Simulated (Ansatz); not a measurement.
Cost and result by functional for the surface energy of the (101) surface of tetragonal HfO2 (a metastable polymorph) in its 1x1 cell (cut with top plane O, bottom plane O), outermost plane spacing 0.34 Å in the ideal cut, in Ansatz (plane waves, PAW). Single points on the PBE structure, on one kind of machine; costs are rough ratios of the slab run's core time (references not counted) to the cheapest single point. r2SCAN's cost holds its higher cutoff (500 against 420 eV). Differences are taken against r2SCAN for comparison alone: no measured value is at hand, so the table doesn't rank accuracy.

Model: 24-atom slab, Hf8O16, 10.7 Å thick at the start, 7x4x1 mesh, Fermi-Dirac 0.025 eV, dipole correction, all atoms relaxed; held to the start's symmetry, so lower structures may exist; no spin, no spin-orbit, no U. These notes are the PBE run's.

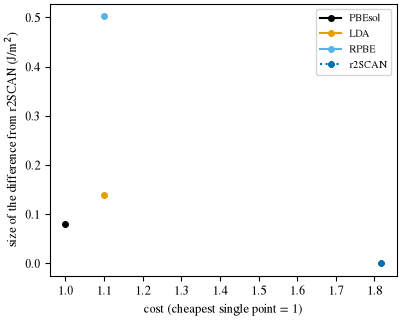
Fig. 1. Difference from r2SCAN against cost

```csv
functional,relative cost,surface energy (J/m²),less r2SCAN (J/m²)
PBEsol,1,1.31,-0.08
LDA,1,1.53,0.14
RPBE,1,0.89,-0.50
r2SCAN,2,1.39,0.00
PBE (the relaxed run's value),–,1.11,-0.29
```

The values span 0.64 J/m², while the single points' costs differ by a factor of roughly 2. Differences are of unrounded values.

Ansatz is an electronic-structure program.
